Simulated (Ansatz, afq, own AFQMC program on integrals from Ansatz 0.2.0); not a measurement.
# SiGeH (doublet): AFQMC on the coupled-cluster ladder, cc-pVDZ, part 1 of 2

How near does AFQMC come to the top of the ladder for SiGeH (doublet)?

Computed with Ansatz 0.2.0, Gaussian basis, and an in-house AFQMC program (afq) on its integrals; all values are calculated. Level: cc-pVDZ, frozen cores.

To be run: PBE (unrestricted); r2SCAN (unrestricted); PBE0 (unrestricted); B3LYP (unrestricted); wB97M-V (unrestricted); B2PLYP (unrestricted); CCSD(T) on UHF; CCSDT(Q) on UHF; Phaseless AFQMC, CISD trial on UHF; Phaseless AFQMC, single-determinant trial on UHF; Free-projection AFQMC, CISD trial on UHF.

1 further run of the same task is left out (it didn't finish).

## Step 1: The system

The geometry is a PBE0/def2-TZVP stationary point (not a proven minimum). No spin-orbit coupling is included. The filled d shell of Ge may be among the frozen orbitals whatever the setting's name suggests; the logs give the count.

3 atoms, charge 0, spin multiplicity 2.

Atoms are counted from 1 here; the program's logs count them from 0.

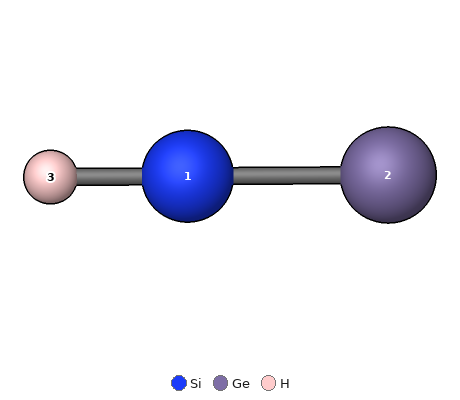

The structure; silicon blue, germanium purple, hydrogen pink; atoms are numbered from 1 in the order of the file.

## Step 2: PBE (unrestricted)

in.yaml

```yaml
crystal:
  periodic: [false, false, false]
  atoms:
    - {symbol: Si, position_ang: [0.000000, 0.000000, 0.231514]}
    - {symbol: Ge, position_ang: [0.000000, 0.000000, -1.958437]}
    - {symbol: H, position_ang: [0.000000, 0.000000, 1.726924]}
basis:
  gaussian: {orbitals: cc-pVDZ}
magnetization: {spin_polarized: true, initial_magnetization: 1}
hamiltonian: {xc: {name: PBE}}
output: {orbitals: {seedname: orbitals}}
```

Launch:

```console
$ ansatz run in.yaml --threads 1 --pin off --events-out ev --progress --plain --max-ram 1843MiB
```

Log:

```text
Functional definition: PBE
  name "PBE"
  cite "Perdew, Burke & Ernzerhof, Phys. Rev. Lett. 77, 3865 (1996) doi:10.1103/PhysRevLett.77.3865"
  parent pbe
  parameter kappa = 0.804
  parameter beta = 0.06672455060314922
  exchange = pbe_x(kappa = kappa, mu = beta*pi^2/3)
  correlation = pbe_c(beta = beta)
556 factors; integrals over basis functions are off by at most 1.3e-3 eV
mean field evaluation 1: about -64395.4787 eV, gradient 8.1e0 eV
mean field evaluation 2: about -64393.7349 eV, gradient 1.5e1 eV
mean field evaluation 4: about -64396.0592 eV, gradient 1.1e0 eV
mean field evaluation 8: about -64396.0688 eV, gradient 1.2e-2 eV
mean field evaluation 16: about -64396.0688 eV, gradient 2.6e-5 eV
mean field evaluation 32: about -64395.0978 eV, gradient 3.6e0 eV
mean field -64396.06881648 eV, -2366.5118797823 hartree, gradient 2.4e-5 eV, S^2 0.753830; 3 other end points of the search recorded, 0 dependent functions left out
reference -64396.06884422 eV, -2366.5118808018 hartree; 24, 23 occupied and 26, 27 virtual orbitals, 556 factors
Total energy: -64396.06884422 eV, -2366.5118808018 hartree
```

It took 1.2 s on 1 thread of Intel Xeon 6975P-C (Granite Rapids), shared host.

From the report: ⟨S²⟩ of the determinant 0.754 (pure doublet: 0.75).

## Step 3: r2SCAN (unrestricted)

in.yaml, as its differences from that of step 2:

```diff
@@ -9,3 +9,2 @@
 magnetization: {spin_polarized: true, initial_magnetization: 1}
-hamiltonian: {xc: {name: PBE}}
-output: {orbitals: {seedname: orbitals}}
+hamiltonian: {xc: {name: r2SCAN}}
```

Launched as before.

Log:

```text
Functional definition: r2SCAN
  name "r2SCAN"
  cite "Furness, Kaplan, Ning, Perdew & Sun, J. Phys. Chem. Lett. 11, 8208 (2020) doi:10.1021/acs.jpclett.0c02405"
  cite "Furness, Kaplan, Ning, Perdew & Sun, J. Phys. Chem. Lett. 11, 9248 (2020) doi:10.1021/acs.jpclett.0c03077"
  parent r2scan
  parameter k0 = 0.174
  parameter k1 = 0.065
  parameter a1 = 4.9479
  exchange = r2scan_x(k0 = k0, k1 = k1, a1 = a1)
  correlation = r2scan_c
556 factors; integrals over basis functions are off by at most 1.3e-3 eV
mean field evaluation 1: about -64407.0962 eV, gradient 6.2e0 eV
mean field evaluation 2: about -64407.0585 eV, gradient 6.4e0 eV
mean field evaluation 4: about -64407.4535 eV, gradient 7.8e-1 eV
mean field evaluation 8: about -64407.4574 eV, gradient 3.0e-2 eV
mean field evaluation 16: about -64407.4576 eV, gradient 6.1e-4 eV
mean field evaluation 32: about -64407.4576 eV, gradient 4.9e-5 eV
mean field -64407.45759164 eV, -2366.9304095500 hartree, gradient 8.3e-6 eV, S^2 0.759548; 3 other end points of the search recorded, 0 dependent functions left out
reference -64407.45760108 eV, -2366.9304098970 hartree; 24, 23 occupied and 26, 27 virtual orbitals, 556 factors
Total energy: -64407.45760108 eV, -2366.9304098970 hartree
```

It took 3.2 s on 1 thread of Intel Xeon 6975P-C (Granite Rapids), shared host.

From the report: ⟨S²⟩ of the determinant 0.760 (pure doublet: 0.75).

## Step 4: PBE0 (unrestricted)

in.yaml, as its differences from that of step 3:

```diff
@@ -9,2 +9,3 @@
 magnetization: {spin_polarized: true, initial_magnetization: 1}
-hamiltonian: {xc: {name: r2SCAN}}
+hamiltonian: {xc: {name: PBE0}}
+output: {orbitals: {seedname: orbitals}}
```

The command is unchanged.

Log:

```text
Functional definition: PBE0
  name "PBE0"
  cite "Adamo & Barone, J. Chem. Phys. 110, 6158 (1999) doi:10.1063/1.478522"
  cite "Perdew, Burke & Ernzerhof, Phys. Rev. Lett. 77, 3865 (1996) doi:10.1103/PhysRevLett.77.3865"
  parent pbe
  parameter a = 0.25
  parameter kappa = 0.804
  parameter beta = 0.06672455060314922
  exchange = (1 - a)*pbe_x(kappa = kappa, mu = beta*pi^2/3) + a*exact_x
  correlation = pbe_c(beta = beta)
556 factors; integrals over basis functions are off by at most 1.3e-3 eV
mean field evaluation 1: about -64397.7883 eV, gradient 5.3e0 eV
mean field evaluation 2: about -64397.6504 eV, gradient 6.3e0 eV
mean field evaluation 4: about -64398.0447 eV, gradient 4.3e-1 eV
mean field evaluation 8: about -64398.0626 eV, gradient 4.2e-2 eV
mean field evaluation 16: about -64398.0630 eV, gradient 7.4e-4 eV
mean field evaluation 32: about -64397.9772 eV, gradient 2.5e0 eV
mean field -64398.06301606 eV, -2366.5851652652 hartree, gradient 1.7e-5 eV, S^2 0.756862; 4 other end points of the search recorded, 0 dependent functions left out
reference -64398.06303684 eV, -2366.5851660290 hartree; 24, 23 occupied and 26, 27 virtual orbitals, 556 factors
Total energy: -64398.06303684 eV, -2366.5851660290 hartree
```

It took 2.4 s on 1 thread of Intel Xeon 6975P-C (Granite Rapids), shared host.

From the report: ⟨S²⟩ of the determinant 0.757 (pure doublet: 0.75).

## Step 5: B3LYP (unrestricted)

in.yaml, as its differences from that of step 4:

```diff
@@ -9,3 +9,2 @@
 magnetization: {spin_polarized: true, initial_magnetization: 1}
-hamiltonian: {xc: {name: PBE0}}
-output: {orbitals: {seedname: orbitals}}
+hamiltonian: {xc: {name: B3LYP}}
```

Launched as before.

Log:

```text
Functional definition: B3LYP
  name "B3LYP"
  cite "Stephens, Devlin, Chabalowski & Frisch, J. Phys. Chem. 98, 11623 (1994) doi:10.1021/j100096a001"
  cite "Becke, Phys. Rev. A 38, 3098 (1988) doi:10.1103/PhysRevA.38.3098"
  cite "Lee, Yang & Parr, Phys. Rev. B 37, 785 (1988) doi:10.1103/PhysRevB.37.785"
  cite "Vosko, Wilk & Nusair, Can. J. Phys. 58, 1200 (1980) doi:10.1139/p80-159"
  parameter a0 = 0.2
  parameter ax = 0.72
  parameter ac = 0.81
  exchange = (1 - a0 - ax)*slater_x + ax*b88_x + a0*exact_x
  correlation = (1 - ac)*vwn_rpa_c + ac*lyp_c
556 factors; integrals over basis functions are off by at most 1.3e-3 eV
mean field evaluation 1: about -64410.0206 eV, gradient 6.0e0 eV
mean field evaluation 2: about -64409.7687 eV, gradient 7.6e0 eV
mean field evaluation 4: about -64410.3421 eV, gradient 5.2e-1 eV
mean field evaluation 8: about -64410.3571 eV, gradient 3.1e-2 eV
mean field evaluation 16: about -64410.3572 eV, gradient 2.3e-4 eV
mean field evaluation 32: about -64410.3579 eV, gradient 5.5e-2 eV
mean field -64410.35715924 eV, -2367.0369666938 hartree, gradient 2.3e-5 eV, S^2 0.753396; 4 other end points of the search recorded, 0 dependent functions left out
reference -64410.35735160 eV, -2367.0369737632 hartree; 24, 23 occupied and 26, 27 virtual orbitals, 556 factors
Total energy: -64410.35735160 eV, -2367.0369737632 hartree
```

Wall time 2.2 s (1 thread of Intel Xeon 6975P-C (Granite Rapids), shared host).

From the report: ⟨S²⟩ of the determinant 0.753 (pure doublet: 0.75).

## Step 6: wB97M-V (unrestricted)

in.yaml, as its differences from that of step 5:

```diff
@@ -9,2 +9,3 @@
 magnetization: {spin_polarized: true, initial_magnetization: 1}
-hamiltonian: {xc: {name: B3LYP}}
+hamiltonian: {xc: {name: wB97M-V}}
+output: {orbitals: {seedname: orbitals}}
```

Same command.

Log:

```text
Functional definition: wB97M-V
  name "wB97M-V"
  cite "Mardirossian & Head-Gordon, J. Chem. Phys. 144, 214110 (2016) doi:10.1063/1.4952647"
  cite "Becke, J. Chem. Phys. 107, 8554 (1997) doi:10.1063/1.475007"
  cite "Vydrov & Van Voorhis, J. Chem. Phys. 133, 244103 (2010) doi:10.1063/1.3521275"
  # Of w^i u^j: cxij and so on, Table III.
  parameter omega = 0.3/bohr
  parameter cx = 0.15
  parameter cx01 = 1.007
  parameter cx10 = 0.259
  parameter css00 = 0.443
  parameter css04 = -1.437
  parameter css10 = -4.535
  parameter css20 = -3.390
  parameter css43 = 4.278
  parameter cos00 = 1.000
  parameter cos10 = 1.358
  parameter cos20 = 2.924
  parameter cos21 = -8.812
  parameter cos60 = -1.390
  parameter cos61 = 9.142
  parameter b = 6.0
  parameter c = 0.01
  gx(w, u) = 1 - cx + cx01*u + cx10*w
  gss(w, u) = css00 + css04*u^4 + css10*w + css20*w^2 + css43*w^4*u^3
  gos(w, u) = cos00 + cos10*w + (cos20 + cos21*u)*w^2 + (cos60 + cos61*u)*w^6
  exchange = spin_sum(e_x_unif_sr(omega)*gx(b97_w, b97_u_x)) + cx*exact_x_sr(omega) + exact_x_lr(omega)
  correlation = spin_sum(e_c_pw_mod_same_spin*gss(b97_w, b97_u_same))
      + integral(e_c_pw_mod_opposite_spin*gos(b97_w_opposite, b97_u_opposite)) + vv10(b, c)
556 factors; integrals over basis functions are off by at most 1.3e-3 eV
163 factors; integrals over basis functions are off by at most 8.7e-6 eV
mean field evaluation 1: about -64404.5322 eV, gradient 3.5e0 eV
mean field evaluation 2: about -64404.6517 eV, gradient 1.4e0 eV
mean field evaluation 4: about -64404.6785 eV, gradient 1.6e-1 eV
mean field evaluation 8: about -64404.6898 eV, gradient 4.4e-2 eV
mean field evaluation 16: about -64404.6902 eV, gradient 9.0e-4 eV
mean field evaluation 32: about -64404.4924 eV, gradient 1.4e0 eV
mean field -64404.69020182 eV, -2366.8287098499 hartree, gradient 3.2e-5 eV, S^2 0.753292; 2 other end points of the search recorded, 0 dependent functions left out
reference -64404.69023255 eV, -2366.8287109792 hartree; 24, 23 occupied and 26, 27 virtual orbitals, 556 factors
Total energy: -64404.69023255 eV, -2366.8287109792 hartree
```

Run time: 6 s. Hardware: 1 thread of Intel Xeon 6975P-C (Granite Rapids), shared host.

From the report: ⟨S²⟩ of the determinant 0.753 (pure doublet: 0.75).

## Step 7: B2PLYP (unrestricted)

in.yaml, as its differences from that of step 6:

```diff
@@ -9,3 +9,3 @@
 magnetization: {spin_polarized: true, initial_magnetization: 1}
-hamiltonian: {xc: {name: wB97M-V}}
-output: {orbitals: {seedname: orbitals}}
+hamiltonian: {xc: {name: B2PLYP}}
+correlation: {electrons: outside_noble_gas}
```

Same command.

Log:

```text
Functional definition: B2PLYP
  name "B2PLYP"
  cite "Grimme, J. Chem. Phys. 124, 034108 (2006) doi:10.1063/1.2148954"
  cite "Becke, Phys. Rev. A 38, 3098 (1988) doi:10.1103/PhysRevA.38.3098"
  cite "Lee, Yang & Parr, Phys. Rev. B 37, 785 (1988) doi:10.1103/PhysRevB.37.785"
  parameter a = 0.53
  parameter c = 0.27
  exchange = (1 - a)*b88_x + a*exact_x
  correlation = (1 - c)*lyp_c + c*(mp2_os + mp2_ss)
556 factors; integrals over basis functions are off by at most 1.3e-3 eV
mean field evaluation 1: about -64391.9905 eV, gradient 4.0e0 eV
mean field evaluation 2: about -64391.9933 eV, gradient 4.0e0 eV
mean field evaluation 4: about -64392.1553 eV, gradient 1.6e0 eV
mean field evaluation 8: about -64392.1812 eV, gradient 6.6e-2 eV
mean field evaluation 16: about -64392.1837 eV, gradient 2.1e-3 eV
mean field evaluation 32: about -64392.0718 eV, gradient 7.5e-1 eV
mean field -64392.18371224 eV, -2366.3691048351 hartree, gradient 2.8e-6 eV, S^2 0.778181; 4 other end points of the search recorded, 0 dependent functions left out
19 core orbitals not correlated: weight in the atoms' cores, before any rotation towards them, 1.000 or more for the frozen orbitals, at most 0.000 for the correlated occupied ones
reference -64392.18383468 eV, -2366.3691093346 hartree; 5, 4 occupied and 26, 27 virtual orbitals, 556 factors
second order -5.69708449 eV of doubles, -0.00000000 eV of singles
Total energy: -64393.72204749 eV, -2366.4256376129 hartree
```

Wall time 1.9 s (1 thread of Intel Xeon 6975P-C (Granite Rapids), shared host).

From the report: ⟨S²⟩ of the determinant 0.778 (pure doublet: 0.75).

## Step 8: CCSD(T) on UHF

in.yaml, as its differences from that of step 7:

```diff
@@ -9,3 +9,2 @@
 magnetization: {spin_polarized: true, initial_magnetization: 1}
-hamiltonian: {xc: {name: B2PLYP}}
-correlation: {electrons: outside_noble_gas}
+correlation: {method: ccsd_t, electrons: outside_noble_gas, hamiltonian_folder: ham}
```

Launched as before.

Log:

```text
Functional definition: HF
  name "HF"
  cite "Fock, Z. Phys. 61, 126 (1930) doi:10.1007/BF01340294"
  parent pbe
  exchange = exact_x
  correlation = 0
556 factors; integrals over basis functions are off by at most 1.3e-3 eV
mean field evaluation 1: about -64347.7453 eV, gradient 5.4e0 eV
mean field evaluation 2: about -64347.7494 eV, gradient 5.4e0 eV
mean field evaluation 4: about -64348.2038 eV, gradient 7.0e-1 eV
mean field evaluation 8: about -64348.2189 eV, gradient 2.2e-1 eV
mean field evaluation 16: about -64348.4036 eV, gradient 1.8e-6 eV
mean field evaluation 32: about -64348.2103 eV, gradient 6.7e-3 eV
mean field evaluation 64: about -64348.4036 eV, gradient 1.4e-4 eV
mean field evaluation 96: about -64348.2103 eV, gradient 5.7e-4 eV
mean field evaluation 128: about -64346.6979 eV, gradient 1.5e0 eV
mean field evaluation 160: about -64346.4695 eV, gradient 6.4e0 eV
mean field evaluation 192: about -64344.9136 eV, gradient 4.2e-1 eV
mean field evaluation 224: about -64344.5234 eV, gradient 8.2e0 eV
mean field evaluation 256: about -64345.2685 eV, gradient 3.7e-2 eV
mean field evaluation 288: about -64345.0314 eV, gradient 1.8e0 eV
mean field evaluation 320: about -64344.4076 eV, gradient 9.2e0 eV
mean field evaluation 352: about -64345.1943 eV, gradient 5.9e-4 eV
mean field evaluation 384: about -64348.2103 eV, gradient 1.1e-3 eV
mean field evaluation 416: about -64345.8083 eV, gradient 4.3e-1 eV
mean field evaluation 448: about -64345.2691 eV, gradient 7.6e-2 eV
mean field evaluation 480: about -64345.2689 eV, gradient 5.6e-4 eV
mean field -64348.40355583 eV, -2364.7602137624 hartree, gradient 1.8e-6 eV, S^2 1.248666; 15 other end points of the search recorded, 0 dependent functions left out
determinant -64348.40355583 eV, -2364.7602137624 hartree, with singles and doubles -64353.26482419 eV, -2364.9388620794 hartree
determinant -64348.26709280 eV, -2364.7551988386 hartree, with singles and doubles -64353.26480846 eV, -2364.9388615013 hartree
determinant -64346.78367424 eV, -2364.7006842118 hartree, with singles and doubles -64351.12508712 eV, -2364.8602281926 hartree
determinant -64346.24983098 eV, -2364.6810658339 hartree, with singles and doubles -64351.16366898 eV, -2364.8616460497 hartree
determinant -64345.79021573 eV, -2364.6641752851 hartree, with singles and doubles -64351.31344006 eV, -2364.8671500351 hartree
determinant -64345.26889850 eV, -2364.6450172300 hartree, with singles and doubles -64350.02947071 eV, -2364.8199650320 hartree
determinant -64345.19432427 eV, -2364.6422766776 hartree, with singles and doubles -64349.82209688 eV, -2364.8123441844 hartree
determinant -64345.02809872 eV, -2364.6361680015 hartree, with singles and doubles -64349.80265966 eV, -2364.8116298796 hartree
determinant -64344.91026591 eV, -2364.6318377254 hartree, with singles and doubles -64350.61596616 eV, -2364.8415183421 hartree
determinant -64348.40355583 eV, -2364.7602137624 hartree, with singles and doubles -64353.27531864 eV, -2364.9392477433 hartree
determinant -64348.26709280 eV, -2364.7551988386 hartree, with singles and doubles -64353.27507672 eV, -2364.9392388529 hartree
19 core orbitals not correlated: weight in the atoms' cores, before any rotation towards them, 1.000 or more for the frozen orbitals, at most 0.000 for the correlated occupied ones
reference -64348.26709280 eV, -2364.7551988386 hartree; 5, 4 occupied and 26, 27 virtual orbitals, 556 factors
second order -3.90185786 eV of doubles, -0.00000000 eV of singles
cycle   1  -5.00799557 eV  change   -1.2e-5 eV  update   6.5e-6
cycle   2  -5.00799346 eV  change    2.1e-6 eV  update   2.0e-6
perturbative correction -0.27001880 eV, -0.0099230078 hartree
Total energy: -64353.54510506 eV, -2364.9491622115 hartree
```

It took 6.5 s on 1 thread of Intel Xeon 6975P-C (Granite Rapids), shared host.

From the report: ⟨S²⟩ of the determinant 1.112 (pure doublet: 0.75); correlation -5.2780 eV; T1 0.081; largest double amplitude 0.16.

This run also writes the integrals to the folder ham.

## Step 9: CCSDT(Q) on UHF

in.yaml, as its differences from that of step 8:

```diff
@@ -9,2 +9,2 @@
 magnetization: {spin_polarized: true, initial_magnetization: 1}
-correlation: {method: ccsd_t, electrons: outside_noble_gas, hamiltonian_folder: ham}
+correlation: {method: ccsdt_q, electrons: outside_noble_gas}
```

Same command.

Log:

```text
Functional definition: HF
  name "HF"
  cite "Fock, Z. Phys. 61, 126 (1930) doi:10.1007/BF01340294"
  parent pbe
  exchange = exact_x
  correlation = 0
943 factors; integrals over basis functions are off by at most 1.4e-7 eV
mean field evaluation 1: about -64347.7464 eV, gradient 5.4e0 eV
mean field evaluation 2: about -64347.7497 eV, gradient 5.4e0 eV
mean field evaluation 4: about -64348.2039 eV, gradient 7.0e-1 eV
mean field evaluation 8: about -64348.2180 eV, gradient 2.1e-1 eV
mean field evaluation 16: about -64348.4036 eV, gradient 6.1e-5 eV
mean field evaluation 32: about -64348.2102 eV, gradient 2.9e-2 eV
mean field evaluation 64: about -64348.4036 eV, gradient 1.8e-6 eV
mean field evaluation 96: about -64348.2097 eV, gradient 1.2e-1 eV
mean field evaluation 128: about -64346.7833 eV, gradient 8.2e-2 eV
mean field evaluation 160: about -64346.7837 eV, gradient 5.6e-3 eV
mean field evaluation 192: about -64344.4980 eV, gradient 7.3e0 eV
mean field evaluation 224: about -64346.2496 eV, gradient 1.2e-1 eV
mean field evaluation 256: about -64344.9103 eV, gradient 3.7e-3 eV
mean field evaluation 288: about -64345.2690 eV, gradient 5.3e-4 eV
mean field evaluation 320: about -64345.1944 eV, gradient 5.8e-3 eV
mean field evaluation 352: about -64345.1934 eV, gradient 7.8e-2 eV
mean field evaluation 384: about -64348.2102 eV, gradient 1.1e-1 eV
mean field evaluation 416: about -64346.7837 eV, gradient 5.9e-3 eV
mean field evaluation 448: about -64345.2690 eV, gradient 1.3e-3 eV
mean field evaluation 480: about -64345.1944 eV, gradient 1.9e-4 eV
mean field -64348.40361177 eV, -2364.7602158180 hartree, gradient 2.9e-6 eV, S^2 1.248665; 15 other end points of the search recorded, 0 dependent functions left out
determinant -64348.40361177 eV, -2364.7602158180 hartree, with singles and doubles -64353.26487308 eV, -2364.9388638763 hartree
determinant -64348.26715083 eV, -2364.7552009710 hartree, with singles and doubles -64353.26486271 eV, -2364.9388634951 hartree
determinant -64346.78372899 eV, -2364.7006862240 hartree, with singles and doubles -64351.12513777 eV, -2364.8602300539 hartree
determinant -64346.24989560 eV, -2364.6810682086 hartree, with singles and doubles -64351.16371665 eV, -2364.8616478015 hartree
determinant -64345.79028182 eV, -2364.6641777138 hartree, with singles and doubles -64351.31348957 eV, -2364.8671518549 hartree
determinant -64345.26895358 eV, -2364.6450192542 hartree, with singles and doubles -64350.02986868 eV, -2364.8199796572 hartree
determinant -64345.19438068 eV, -2364.6422787509 hartree, with singles and doubles -64349.82216927 eV, -2364.8123468445 hartree
determinant -64345.02815589 eV, -2364.6361701022 hartree, with singles and doubles -64349.80271925 eV, -2364.8116320697 hartree
determinant -64344.91032206 eV, -2364.6318397889 hartree, with singles and doubles -64350.61601877 eV, -2364.8415202755 hartree
determinant -64348.40361177 eV, -2364.7602158180 hartree, with singles and doubles -64353.27536811 eV, -2364.9392495612 hartree
determinant -64348.26715083 eV, -2364.7552009710 hartree, with singles and doubles -64353.27512884 eV, -2364.9392407684 hartree
mean field evaluation 512: about -64348.2633 eV, gradient 1.7e-2 eV
19 core orbitals not correlated: weight in the atoms' cores, before any rotation towards them, 1.000 or more for the frozen orbitals, at most 0.000 for the correlated occupied ones
reference -64348.26715083 eV, -2364.7552009710 hartree; 5, 4 occupied and 26, 27 virtual orbitals, 943 factors
second order -3.90186421 eV of doubles, -0.00000000 eV of singles
cycle   1  -4.48885045 eV  change   -5.9e-1 eV  update   1.1e-1
cycle   2  -4.94988294 eV  change   -4.6e-1 eV  update   6.4e-2
cycle   3  -5.20136957 eV  change   -2.5e-1 eV  update   5.1e-2
cycle   4  -5.25517110 eV  change   -5.4e-2 eV  update   3.5e-2
cycle   5  -5.32096843 eV  change   -6.6e-2 eV  update   1.9e-2
cycle   6  -5.33922867 eV  change   -1.8e-2 eV  update   9.9e-3
cycle   7  -5.33258103 eV  change    6.6e-3 eV  update   3.9e-3
cycle   8  -5.33765870 eV  change   -5.1e-3 eV  update   2.4e-3
cycle   9  -5.33844021 eV  change   -7.8e-4 eV  update   1.5e-3
cycle  10  -5.33624618 eV  change    2.2e-3 eV  update   1.0e-3
cycle  11  -5.33780497 eV  change   -1.6e-3 eV  update   6.5e-4
cycle  12  -5.33779882 eV  change    6.2e-6 eV  update   4.2e-4
cycle  13  -5.33787450 eV  change   -7.6e-5 eV  update   2.2e-4
cycle  14  -5.33777835 eV  change    9.6e-5 eV  update   1.1e-4
cycle  15  -5.33780112 eV  change   -2.3e-5 eV  update   6.7e-5
cycle  16  -5.33783170 eV  change   -3.1e-5 eV  update   3.0e-5
cycle  17  -5.33787203 eV  change   -4.0e-5 eV  update   1.5e-5
cycle  18  -5.33788047 eV  change   -8.4e-6 eV  update   9.5e-6
cycle  19  -5.33787567 eV  change    4.8e-6 eV  update   4.8e-6
cycle  20  -5.33786998 eV  change    5.7e-6 eV  update   2.6e-6
cycle  21  -5.33786647 eV  change    3.5e-6 eV  update   1.5e-6
cycle  22  -5.33786715 eV  change   -6.8e-7 eV  update   8.9e-7
cycle  23  -5.33786887 eV  change   -1.7e-6 eV  update   4.5e-7
cycle  24  -5.33786922 eV  change   -3.6e-7 eV  update   2.1e-7
perturbative correction -0.02903853 eV, -0.0010671463 hartree
Total energy: -64353.63405858 eV, -2364.9524311931 hartree
```

Run time: 12 s. Hardware: 1 thread of Intel Xeon 6975P-C (Granite Rapids), shared host.

From the report: ⟨S²⟩ of the determinant 1.112 (pure doublet: 0.75); correlation -5.3669 eV; T1 0.090; largest double amplitude 0.20.

(Continued in part 2 of 2.)
